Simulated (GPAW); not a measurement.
# B K-edge XANES of CrB (Cmcm), part 2 of 3

What does one-electron theory with a core hole give for the B K edge of CrB (Cmcm)?

GPAW 26.7.0; X-ray absorption from dipole matrix elements to empty bands, plane-wave PAW LDA.

So far. Step 2 (The field without a hole): The mesh shows no gap, so the system is treated as a metal and the core electron is put at the Fermi level (neutral cell). Step 3 (Spectrum without a core hole, B atom 3): Main maxima below 24 eV (height): 3.6 eV (0.94), 6.3 eV (1.35), 11.7 eV (1.48), 14.6 eV (1.18) and 17.8 eV (1.03). A K edge sees empty p states on the absorber.

## Step 5: Spectrum with XCH, B atom 3

The holes are 6.6 Å apart. In GPAW the data set carries the hole's charge, so charge=0 means a charged cell and charge=-1 a neutral one. The excited electron is kept in the cell, where it fills the lowest empty states and screens the hole. After the field has converged, empty bands are computed with the density fixed and the dipole matrix elements are summed.

Input file xas.py:

```python
import numpy as np
from ase import Atoms
from ase.parallel import parprint, paropen
from gpaw import GPAW, PW, FermiDirac, Mixer, MixerDif, setup_paths
from gpaw.test import gen
setup_paths.insert(0, '.')
gen('B', name='fch1s', xcname='LDA', corehole=(1, 0, 1), write_xml=True)
from gpaw.mpi import world
world.barrier()

atoms = Atoms('Cr14B14',
    cell=[[-5.938, 0, 2.932],
     [-4.4535, 3.929, -2.932],
     [-4.4535, -3.929, -2.932]],
    scaled_positions=[[0.96428571, 0.21264286, 0.50164286],
     [0.25, 0.3555, 0.6445],
     [0.53571429, 0.49835714, 0.78735714],
     [0.10714286, 0.78407143, 0.07307143],
     [0.82142857, 0.64121429, 0.93021429],
     [0.39285714, 0.92692857, 0.21592857],
     [0.67857143, 0.06978571, 0.35878571],
     [0.17857143, 0.35878571, 0.06978571],
     [0.46428571, 0.50164286, 0.21264286],
     [0.75, 0.6445, 0.3555],
     [0.32142857, 0.93021429, 0.64121429],
     [0.03571429, 0.78735714, 0.49835714],
     [0.60714286, 0.07307143, 0.78407143],
     [0.89285714, 0.21592857, 0.92692857],
     [0.96428571, 0.92214286, 0.79214286],
     [0.25, 0.065, 0.935],
     [0.53571429, 0.20785714, 0.07785714],
     [0.10714286, 0.49357143, 0.36357143],
     [0.82142857, 0.35071429, 0.22071429],
     [0.39285714, 0.63642857, 0.50642857],
     [0.67857143, 0.77928571, 0.64928571],
     [0.17857143, 0.64928571, 0.77928571],
     [0.46428571, 0.79214286, 0.92214286],
     [0.75, 0.935, 0.065],
     [0.32142857, 0.22071429, 0.35071429],
     [0.03571429, 0.07785714, 0.20785714],
     [0.60714286, 0.36357143, 0.49357143],
     [0.89285714, 0.50642857, 0.63642857]],
    magmoms=[3.0, 3.0, 3.0, 3.0, 3.0, 3.0, 3.0, 3.0, 3.0, 3.0, 3.0, 3.0, 3.0, 3.0, 0.0, 0.0, 0.0, 0.0, 0.0, 0.0, 0.0, 0.0, 0.0, 0.0, 0.0, 0.0, 0.0, 0.0],
    pbc=True)
atoms.calc = calc = GPAW(legacy_gpaw=True, mode=PW(430), xc='LDA', setups={14: 'fch1s'},
    kpts={'size': (3, 3, 3), 'gamma': True}, occupations=FermiDirac(0.1),
    charge=-1, mixer=MixerDif(0.05, 8, 50), maxiter=150,
    convergence={'density': 0.0001}, txt='scf.txt')
energy = atoms.get_potential_energy() + calc.get_reference_energy()
ef = calc.get_fermi_level()
out = dict(energy=energy, fermi=ef, forces=atoms.get_forces().tolist(), magmoms=atoms.get_magnetic_moments().tolist())
parprint(f'all-electron energy {energy:.4f} eV, Fermi level {ef:.4f} eV')
ev = np.array([[calc.get_eigenvalues(k, s) for k in range(len(calc.get_ibz_k_points()))] for s in range(calc.get_number_of_spins())])
out['homo'], out['lumo'], out['counts'] = ev[ev < ef].max(), ev[ev > ef].min(), sorted(set((ev < ef).sum((0, 2)).tolist()))
out['filled'] = (ev[:, 0] < ef).sum(1).tolist()

from ase.units import Ha
from gpaw.xas import dipole_matrix_elements
nb = int(calc.get_number_of_electrons() / 2) + 215
top, nb = nb, nb + 8 + nb // 12
nscf = calc.fixed_density(kpts={'size': (4, 4, 4), 'gamma': True}, nbands=nb,
    convergence={'bands': top, 'eigenstates': 1e-5}, maxiter=60, txt='nscf.txt')
cell = atoms.cell.array
ops = [cell.T @ U.T @ np.linalg.inv(cell.T) for U in nscf.wfs.kd.symmetry.op_scc]
E = np.arange(-6, 34, 0.1)
fwhm = np.interp(E, [4, 25], [0.9, 3.5])
Y, X, zero, highest = 0, 0, 1e9, 1e9
for spin in range(nscf.get_number_of_spins()):
    wfs = nscf.wfs
    A = dipole_matrix_elements(wfs.setups[14])
    eps = np.zeros((wfs.kd.nibzkpts, nb))
    d = np.zeros((3, A.shape[1], wfs.kd.nibzkpts, nb), complex)
    for kpt in wfs.kpt_u:
        if kpt.s == spin and 14 in kpt.P_ani:
            eps[kpt.k] = kpt.eps_n * Ha
            d[:, :, kpt.k] = (kpt.weight * wfs.nspins / 2) ** 0.5 * np.inner(A, kpt.P_ani[14])
    world.sum(eps)
    world.sum(d)
    T = np.einsum('amkn,bmkn->abkn', d, d.conj()).real
    T = sum(np.einsum('ai,ijkn,bj->abkn', R, T, R) for R in ops) / len(ops)
    empty = eps > ef
    zero, highest = min(zero, eps[empty].min()), min(highest, eps[:, top - 1].min())
    lines = [(eps, T, empty)] if spin == 0 else lines + [(eps, T, empty)]
for eps, T, empty in lines:
    f = np.einsum('aakn->akn', T).reshape(3, -1)
    x = eps.ravel() - zero
    w = np.interp(x, E, fwhm) / 2.35482
    g = np.exp(-0.5 * ((E[:, None] - x) / w) ** 2) / (w * (2 * np.pi) ** 0.5)
    Y = Y + (f * empty.ravel()) @ g.T
    X = X + (f * ~empty.ravel()) @ g.T
out.update(E=E.round(2).tolist(), xas=Y.tolist(), xes=X.tolist(), zero=zero, valid=highest - zero, nk=len(eps), nb=nb)
for i in range(0, len(E), 10):
    parprint(f'{E[i]:7.2f}', *(f'{v:10.3e}' for v in Y[:, i]))
import json
with paropen('out.json', 'w') as f:
    json.dump(out, f)
```

On the command line:

```bash
> OMP_NUM_THREADS=1 mpirun -n 4 gpaw python xas.py
```

Numbers of over 12 decimals in the logs are rounded to 6 here.

The log of the run:

```text
Input parameters:
  charge: -1
  convergence: {density: 0.0001}
  kpts: {gamma: True,
         size: (3, 3, 3)}
  maxiter: 150
  mixer: {backend: pulay,
          beta: 0.05,
          method: difference,
          nmaxold: 8,
          weight: 50}
  mode: {ecut: 430.0,
         name: pw}
  occupations: {fixmagmom: False,
                name: fermi-dirac,
                width: 0.1}
  setups: {14: fch1s}

Initialize ...

[... PAW data sets ...]

Reference energy: -408445.313133  # eV

Spin-polarized calculation.
Initial magnetic moment: 42.000000

[... convergence settings ...]
Symmetries present (total): 1
  [... symmetry matrices ...]

27 k-points: 3 x 3 x 3 Monkhorst-Pack grid
14 k-points in the irreducible part of the Brillouin zone
       k-points in crystal coordinates                weights
   0:     0.00000000    0.00000000    0.00000000          1/27
   1:     0.00000000    0.00000000    0.33333333          2/27
   2:     0.00000000    0.33333333   -0.33333333          2/27
   3:     0.00000000    0.33333333    0.00000000          2/27
   4:     0.00000000    0.33333333    0.33333333          2/27
   5:     0.33333333   -0.33333333   -0.33333333          2/27
   6:     0.33333333   -0.33333333    0.00000000          2/27
   7:     0.33333333   -0.33333333    0.33333333          2/27
   8:     0.33333333    0.00000000   -0.33333333          2/27
   9:     0.33333333    0.00000000    0.00000000          2/27
          ...
  13:     0.33333333    0.33333333    0.33333333          2/27

Wave functions: Plane wave expansion
  Cutoff energy: 430.000 eV
  Number of coefficients (min, max): 4831, 4873
  Pulay-stress correction: 0.000000 eV/Ang^3 (de/decut=0.000000)
  Using FFTW library
  Wavefunction extrapolation:
    Improved wavefunction reuse through dual PAW basis

Occupation numbers: Fermi-Dirac:
  width: 0.1000  # eV

Eigensolver
   Davidson(niter=2)

Densities:
  Coarse grid: 32*32*32 grid
  Fine grid: 64*64*64 grid
  Total Charge: 0.000000

Density mixing:
  Method: difference
  Backend: pulay
  Linear mixing parameter: 0.05
  old densities: 8
  Width of damping distribution: 1.1
  Damping of long wavelength oscillations: 50

[... Hamiltonian set-up ...]
Number of atoms: 28
Number of atomic orbitals: 182
Number of bands in calculation: 106
Number of valence electrons: 127
Bands to converge: occupied

... initialized

Initializing position-dependent things.

Density initialized from atomic densities
Creating initial wave functions:
  106 bands from LCAO basis set

                       B
                        B       B
                    Crr    Crr      Cr
                B       B Cr   B Cr   B
          B    CrB    CrB       B
            Cr      Crr    Crr
                B       B
                         B

Atomic positions and initial magnetic moments

Positions:
   0 Cr    -8.907000   -1.135481    0.733000    ( 0.0000,  0.0000,  3.0000)
   1 Cr    -5.938000   -1.135481   -2.199000    ( 0.0000,  0.0000,  3.0000)
   2 Cr    -8.907000   -1.135481   -2.199000    ( 0.0000,  0.0000,  3.0000)
   3 Cr    -4.453500    2.793519   -2.199000    ( 0.0000,  0.0000,  3.0000)
   4 Cr   -11.876000   -1.135481   -2.199000    ( 0.0000,  0.0000,  3.0000)
   5 Cr    -7.422500    2.793519   -2.199000    ( 0.0000,  0.0000,  3.0000)
   6 Cr    -5.938000   -1.135481    0.733000    ( 0.0000,  0.0000,  3.0000)
[...]
25 B     -1.484500   -0.510770   -0.733000    ( 0.0000,  0.0000,  0.0000)
  26 B     -7.422500   -0.510770   -0.733000    ( 0.0000,  0.0000,  0.0000)
  27 B    -10.391500   -0.510770   -0.733000    ( 0.0000,  0.0000,  0.0000)

Unit cell:
           periodic     x           y           z      points  spacing
  1. axis:    yes   -5.938000    0.000000    2.932000    32     0.1786
  2. axis:    yes   -4.453500    3.929000   -2.932000    32     0.1867
[...]
iter:  62  -286.537528c  -7.41c -5.79c   +0.0622

Converged after 62 iterations.

Dipole moment: (-1.697987, 0.321698, 0.269246) |e|*Ang

Total magnetic moment: (0.000000, 0.000000, 0.062220)
Local magnetic moments:
   0 Cr ( 0.000000,  0.000000,  0.060835)
   1 Cr ( 0.000000,  0.000000, -0.014845)
   2 Cr ( 0.000000,  0.000000, -0.022235)
   3 Cr ( 0.000000,  0.000000,  0.038181)
   4 Cr ( 0.000000,  0.000000,  0.038181)
   5 Cr ( 0.000000,  0.000000, -0.022235)
   6 Cr ( 0.000000,  0.000000, -0.014845)
[...]
11 Cr ( 0.000000,  0.000000,  0.045029)
  12 Cr ( 0.000000,  0.000000,  0.036867)
  13 Cr ( 0.000000,  0.000000,  0.045029)
  14 B  ( 0.000000,  0.000000, -0.143077)
  15 B  ( 0.000000,  0.000000, -0.000653)
  16 B  ( 0.000000,  0.000000, -0.000263)
  17 B  ( 0.000000,  0.000000, -0.000173)
  18 B  ( 0.000000,  0.000000, -0.000173)
  19 B  ( 0.000000,  0.000000, -0.000263)
  20 B  ( 0.000000,  0.000000, -0.000653)
[...]
25 B  ( 0.000000,  0.000000, -0.000196)
  26 B  ( 0.000000,  0.000000,  0.000109)
  27 B  ( 0.000000,  0.000000, -0.000196)

Energy contributions relative to reference atoms: (reference = -408445.313133)

Kinetic:       -131.065956
Potential:      +54.597769
External:        +0.000000
XC:            -211.669429
Entropy (-ST):   -0.700018
Local:           +1.950096
SIC:             +0.000000
--------------------------
Free energy:   -286.887537
Extrapolated:  -286.537528

Spin contamination: 1.604800 electrons
Showing only first 2 kpts
                      Up                     Down
 Kpt  Band  Eigenvalues  Occupancy  Eigenvalues  Occupancy
  0    61     11.38746    0.92480     11.34902    0.94754
  0    62     11.79950    0.16646     11.80787    0.15517
  0    63     11.81393    0.14739     11.81066    0.15155
  0    64     11.82932    0.12908     11.84173    0.11575

  1    61     11.42877    0.89055     11.43653    0.88276
  1    62     11.54161    0.72472     11.53327    0.74103
  1    63     11.71105    0.32599     11.71709    0.31285
  1    64     11.83670    0.12100     11.83962    0.11794

Fermi level: 11.63841

No gap
No difference between direct/indirect transitions

Forces in eV/Ang:
  0 Cr    0.00000   -0.15325    0.00000
  1 Cr   -0.02829    0.10338    0.01600
  2 Cr   -0.00863    0.10758   -0.03737
  3 Cr    0.04399    0.34448   -0.00586
  4 Cr   -0.04399    0.34448    0.00586
  5 Cr    0.00863    0.10758    0.03738
  6 Cr    0.02829    0.10338   -0.01600
[...]
25 B    -0.01226    0.06621   -0.00304
 26 B    -0.00332    0.06638   -0.01705
 27 B     0.01226    0.06621    0.00304
Scalar-relativistic atomic LDA calculation for B (Boron, Z=5)
Core hole in 1s state (1s occupation: 1.0)
300 radial gridpoints.
|------------------------------------------------|
|------------------------------------------------|
[... the atom generator's iteration count ...]

Energy contributions:
-------------------------
Kinetic:      +16.693400
XC:            -2.260601
Potential:    -31.255183
-------------------------
Total:        -16.822384

state      eigenvalue         ekin         rmax
-----------------------------------------------
1s^1.0 :    -8.526766    11.791826        0.204
2s^2.0 :    -0.864526     1.675176        1.279
2p^1.0 :    -0.653666     1.551222        1.105
-----------------------------------------------
(units: Bohr and Hartree)

Generating PAW setup
Kinetic energy of the core from tauc = 11.795725
Cutoffs:
rc(s)=1.200
rc(p)=1.200
rc(d)=1.200
rc(vbar)=1.080
rc(comp)=1.200
rc(nct)=1.200

Kinetic energy of the core states: 11.791826
Charge: 1.0
Core electrons: 1.0
Valence electrons: 3.0
Pseudo-core charge: 0.037612
Shape function alpha=6.944
Pseudo-electron charge 3.041132
state    eigenvalue         norm
--------------------------------
2s(2) :    -0.864526     1.030522
*s    :     0.135474
2p(1) :    -0.653666     0.942475
*p    :     0.346334
*d    :     0.000000
--------------------------------

Diagonalizing with gridspacing h=0.050

state   all-electron     PAW
-------------------------------
2s:      -0.864526    -0.865247
2p:      -0.653666    -0.654690
*d:                   -0.075592
*f:                   -0.015154
-------------------------------
all-electron energy -408731.8507 eV, Fermi level 11.6384 eV
  -6.00  3.366e-59  2.004e-59  1.107e-58
  -5.00  9.457e-43  5.777e-43  2.883e-42
  -4.00  2.917e-29  1.851e-29  8.172e-29
  -3.00  1.010e-18  6.743e-19  2.545e-18
  -2.00  4.163e-11  2.940e-11  8.894e-11
  -1.00  2.421e-06  1.763e-06  3.760e-06
  -0.00  3.407e-04  2.310e-04  3.348e-04
[...]
31.00  5.647e-04  5.160e-04  5.011e-04
  32.00  5.436e-04  4.702e-04  4.640e-04
  33.00  5.091e-04  4.342e-04  4.022e-04
```

The job ended after 24 min (4 MPI ranks of Arm Neoverse V1, shared host; peak memory 1.3 GiB; 1.6 h of CPU time).

The B K spectrum, B atom 3, excited-electron core hole (neutral cell) (energy from the lowest empty level; intensity scaled to a mean of 1 over the first 20 eV; polarised curves are means over the symmetry-equivalent atoms):

| E (eV) | isotropic | ε ∥ x | ε ∥ y | ε ∥ z |
| --- | --- | --- | --- | --- |
| -2.0 | 0.00 | 0.00 | 0.00 | 0.00 |
| -0.5 | 0.05 | 0.06 | 0.04 | 0.07 |
| 1.0 | 0.87 | 0.64 | 0.78 | 1.19 |
| 2.5 | 1.21 | 1.24 | 1.27 | 1.13 |
| 4.0 | 1.51 | 2.43 | 1.76 | 0.34 |
| 5.5 | 0.99 | 2.35 | 0.47 | 0.15 |
| 7.0 | 1.25 | 0.42 | 1.05 | 2.27 |
| 8.5 | 1.31 | 0.23 | 1.89 | 1.83 |
| 10.0 | 1.21 | 0.37 | 1.70 | 1.56 |
| 11.5 | 1.03 | 0.82 | 0.88 | 1.37 |
| 13.0 | 0.86 | 1.01 | 0.56 | 1.00 |
| 14.5 | 0.82 | 0.97 | 0.61 | 0.88 |
| 16.0 | 0.72 | 0.87 | 0.67 | 0.61 |
| 17.5 | 0.71 | 0.81 | 0.66 | 0.64 |
| 19.0 | 0.64 | 0.75 | 0.51 | 0.66 |
| 20.5 | 0.57 | 0.56 | 0.47 | 0.66 |
| 22.0 | 0.40 | 0.29 | 0.45 | 0.45 |
| 23.5 | 0.37 | 0.31 | 0.49 | 0.32 |
| 25.0 | 0.45 | 0.46 | 0.56 | 0.32 |
| 26.5 | 0.51 | 0.54 | 0.62 | 0.37 |

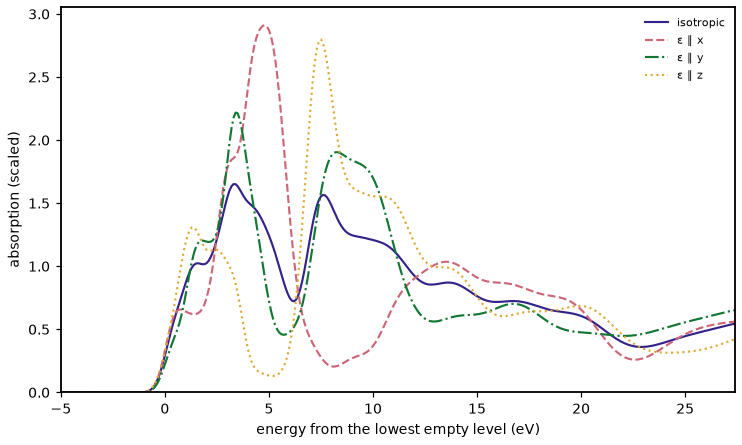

The B K edge, B atom 3, excited-electron core hole (neutral cell): main maxima at 3.3 and 7.6 eV.

Main maxima below 24 eV (height): 3.3 eV (1.65) and 7.6 eV (1.57). 

The total-energy difference is 185.19 eV.

## Step 6: Reference energy of the supercell

The cell and mesh change for the next run, so it gets a reference energy of its own.

Input file scf.py:

```python
import numpy as np
from ase import Atoms
from ase.parallel import parprint, paropen
from gpaw import GPAW, PW, FermiDirac, Mixer, MixerDif, setup_paths
from gpaw.test import gen
setup_paths.insert(0, '.')
gen('B', name='nch1s', xcname='LDA', corehole=(1, 0, 0), write_xml=True)
from gpaw.mpi import world
world.barrier()

atoms = Atoms('Cr6B6',
    cell=[[-2.969, 0, -2.932],
     [-1.4845, -3.929, 2.932],
     [-1.4845, 3.929, 2.932]],
    scaled_positions=[[0.58333333, 0.56116667, 0.27216667],
     [0.25, 0.8945, 0.6055],
     [0.91666667, 0.22783333, 0.93883333],
     [0.41666667, 0.43883333, 0.72783333],
     [0.08333333, 0.77216667, 0.06116667],
     [0.75, 0.1055, 0.3945],
     [0.58333333, 0.85166667, 0.98166667],
     [0.25, 0.185, 0.315],
     [0.91666667, 0.51833333, 0.64833333],
     [0.41666667, 0.14833333, 0.01833333],
     [0.08333333, 0.48166667, 0.35166667],
     [0.75, 0.815, 0.685]],
    magmoms=[3.0, 3.0, 3.0, 3.0, 3.0, 3.0, 0.0, 0.0, 0.0, 0.0, 0.0, 0.0],
    pbc=True)
atoms.calc = calc = GPAW(legacy_gpaw=True, mode=PW(430), xc='LDA', setups={6: 'nch1s'},
    kpts={'size': (4, 4, 4), 'gamma': True}, occupations=FermiDirac(0.1),
    charge=0, mixer=MixerDif(0.05, 8, 50), maxiter=150,
    convergence={'density': 0.0001}, txt='scf.txt')
energy = atoms.get_potential_energy() + calc.get_reference_energy()
ef = calc.get_fermi_level()
out = dict(energy=energy, fermi=ef, forces=atoms.get_forces().tolist(), magmoms=atoms.get_magnetic_moments().tolist())
parprint(f'all-electron energy {energy:.4f} eV, Fermi level {ef:.4f} eV')
ev = np.array([[calc.get_eigenvalues(k, s) for k in range(len(calc.get_ibz_k_points()))] for s in range(calc.get_number_of_spins())])
out['homo'], out['lumo'], out['counts'] = ev[ev < ef].max(), ev[ev > ef].min(), sorted(set((ev < ef).sum((0, 2)).tolist()))
out['filled'] = (ev[:, 0] < ef).sum(1).tolist()
import json
with paropen('out.json', 'w') as f:
    json.dump(out, f)
```

On the command line:

```bash
> OMP_NUM_THREADS=1 mpirun -n 4 gpaw python scf.py
```

The log of the run:

```text
Input parameters:
  convergence: {density: 0.0001}
  kpts: {gamma: True,
         size: (4, 4, 4)}
  maxiter: 150
  mixer: {backend: pulay,
          beta: 0.05,
          method: difference,
          nmaxold: 8,
          weight: 50}
  mode: {ecut: 430.0,
         name: pw}
  occupations: {fixmagmom: False,
                name: fermi-dirac,
                width: 0.1}
  setups: {6: nch1s}

Initialize ...

[...]
2s(2) :    -0.344821     1.005361
*s    :     0.655179
2p(1) :    -0.136481     0.982498
*p    :     0.863519
*d    :     0.000000
--------------------------------

Diagonalizing with gridspacing h=0.050

state   all-electron     PAW
-------------------------------
2s:      -0.344821    -0.345234
2p:      -0.136481    -0.136840
*d:                    0.041809
*f:                    0.072211
-------------------------------
all-electron energy -175250.1173 eV, Fermi level 11.5468 eV
[key lines of the parts left out:]
Converged after 53 iterations.
Dipole moment: (-0.000000, -0.000000, -0.000000) |e|*Ang
Free energy:   -114.491061
Fermi level: 11.54676
```

Elapsed: 2.3 min, on 4 MPI ranks; peak memory 0.33 GiB; 9.2 min of CPU time.

[end of part 2 of 3]

[Banner, clock and machine lines of the logs are left out without a mark of their own.]

[Logs are printed without paths, hosts, clocks, repeated set-up lines and the standing remarks that a program may print on its own settings, such as how far it seeks lower states.]

[Hosts, paths, dates, database ids (printed as entryN), source tags and the programs' standing remarks are cut or masked in the printed files.]

[Lists of maxima count a maximum above −3 eV only where it reaches 4 % of the highest in the window and stands out from its surroundings by 2 % of it (1.5 % where it reaches 55 %); shoulders and weaker maxima are passed over, and of the rest the first, up to two pre-edge ones and the few strongest are named.]
